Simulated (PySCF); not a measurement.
## A study: C₂HF₅, SMILES `FC(F)C(F)(F)F`

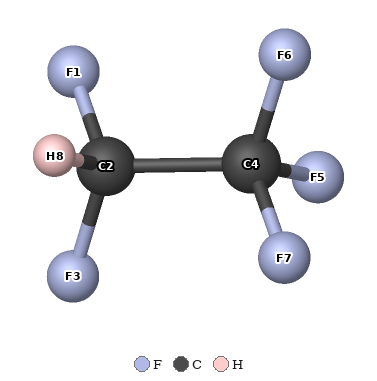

The molecule, with its atoms numbered as below. No frequency check shows the geometry to be a minimum.

Geometry (Å), atoms numbered from 1:

```
F1       1.4857    1.0838    0.0734
C2       0.8725    0.0016   -0.4279
F3       1.4832   -1.0858    0.0645
C4      -0.6177    0.0017   -0.0033
F5      -0.7773   -0.0099    1.3123
F6      -1.2328    1.0801   -0.4922
F7      -1.2353   -1.0712   -0.5010
H8       0.9606    0.0061   -1.5260
```

### 1. Bonding charge

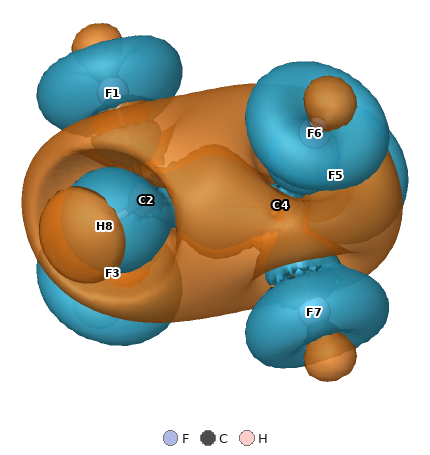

Deformation density (molecule less spherical, spin-averaged free atoms at the same positions), surfaces at ±0.04 e/Å³; light blue: gain, orange: loss.

Method: B3LYP/def2-SVPD; geometry: GFN2-xTB; program: PySCF.

Q: How much density has each bond gained at its critical point, relative to the free atoms?

A: C2–H8: +0.84 e/Å³ at the bond critical point (bond length 1.10 Å). C2–C4: +0.65 e/Å³ at the bond critical point (bond length 1.55 Å). C4–F5: +0.16 e/Å³ at the bond critical point (bond length 1.32 Å). C4–F7 and C4–F6: +0.14 e/Å³ at the bond critical point (bond length 1.33 Å). C2–F3 and F1–C2: +0.07 e/Å³ at the bond critical point (bond length 1.34 Å); up to 0.6 Å beside the axis the gain reaches +0.29 e/Å³. In all, 1.8 electrons gather in the regions of gain relative to the promolecule. A small or negative value marks a very polar bond, one between electron-rich atoms, whose free-atom densities already overlap strongly, a long bond to a heavier atom, or a closed-shell contact such as a hydrogen bond.

Q: Where do the Hirshfeld charges lie?

A: The highest Hirshfeld charge is on C4 (+0.27 e), the lowest on F1 and F3 (−0.10 e).

### 2. Bond critical points

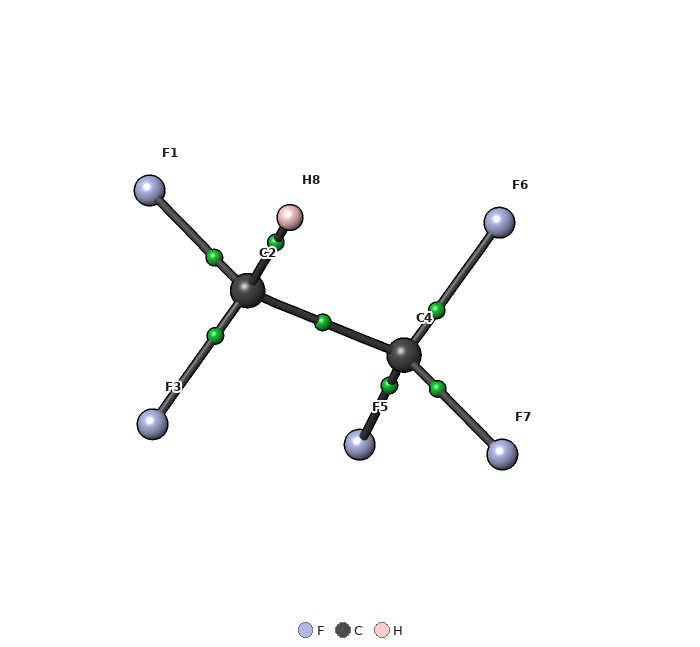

Molecular graph of the electron density (QTAIM): bond paths, bond critical points (green), ring points (magenta, if any); weak paths are dashed.

Q: How many critical points of each kind are there, and does the count close?

A: 8 nuclei, 7 bond, 0 ring and 0 cage critical points: 8 − 7 + 0 − 0 = 1, as the Poincaré–Hopf relation requires.

Q: Give the properties at the bond critical points.

A:
```
           bond  length (Å)  ρ (a.u.)  ∇²ρ (a.u.)     ε  H (a.u.)
          C2–H8       1.102     0.293       −1.21  0.03    −0.328
          C4–F5       1.325     0.286       −0.18  0.13    −0.432
C4–F7 (2 alike)       1.334     0.280       −0.22  0.13    −0.419
C2–F3 (2 alike)       1.341     0.267       −0.06  0.20    −0.391
          C2–C4       1.549     0.265       −0.71  0.03    −0.222
```

Q: What kind of interaction is C4–F5?

A: Shared-shell (covalent): ρ = 0.286, ∇²ρ = −0.18, H = −0.432 a.u.

### 3. Electrostatic potential

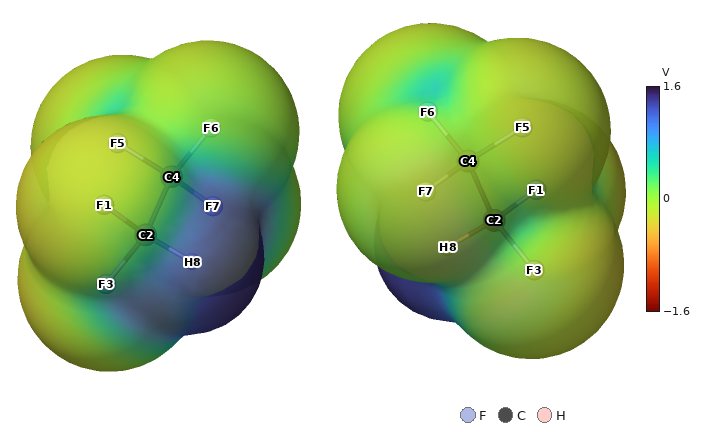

Electrostatic potential on the surface of electron density 0.001 a.u. (back view left, front view right).

Q: Where are the extremes of the potential on the surface?

A: Highest: 1.52 V, 1.3 Å from H8. Further maxima include 0.64 V, over the middle of C4, F5, F6 and F7, about 1.8 Å from them; 0.45 V, over the middle of F1, C4, F5 and F6, about 1.8 Å from them. Lowest: −0.35 V, 1.6 Å from F3, and at like points elsewhere. Further minima include −0.23 V, 1.6 Å from F5, and at like points elsewhere; −0.20 V, 1.6 Å from F7. The surface is sampled at points, so like sites can differ by a few per cent and only the strongest of them is named.

### 4. In an electric field

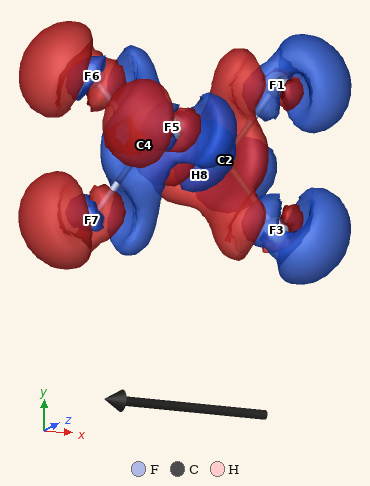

Change of the electron density in a uniform field of 0.21 V/Å along −x (arrow), surfaces at ±0.0015 e/Å³ (blue: gain, red: loss).

PySCF calculation, B3LYP/def2-SVPD, gas phase; geometry: GFN2-xTB.

The field was applied in both directions; the picture shows the one opposite to the script's first.

Q: What dipole is induced, and what polarisability does it imply?

A: The induced dipole is 0.33 D (along the field); α along this axis, from the fields in both directions, is 32 bohr³ (4.7 Å³).

### 5. Removing or adding an electron

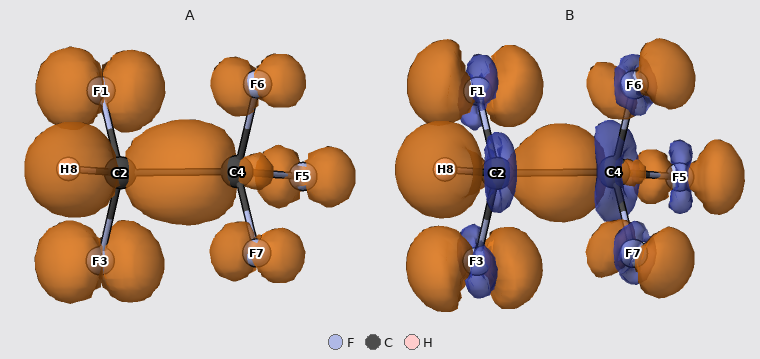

The Fukui function f⁻ from two separate SCF calculations and the density of the HOMO, at ±0.04 e/Å³ (orange positive, blue negative).

Q: Which panel is which, and how good is the frozen-orbital picture?

A: B is f⁻ (it has negative regions), A the HOMO density. The HOMO lies on F1 and F3 (20 % each), C2 (19 %) and C4 (13 %); f⁻ (Hirshfeld-condensed) is largest on F1 and F3 (0.18 each), H8 (0.12) and F5 (0.12); the vertical ionisation energy is 13.27 eV (the stability of the cation's solution wasn't checked). Relaxation shifts 16 % of the electron between atoms. The orbital energy is −10.53 eV.

The PySCF runs shown took 24 s, 51 s and 74 s on 1 thread of Intel(R) Xeon(R) Platinum 8259CL CPU @ 2.50GHz (Skylake/Cascade Lake) (shared host).
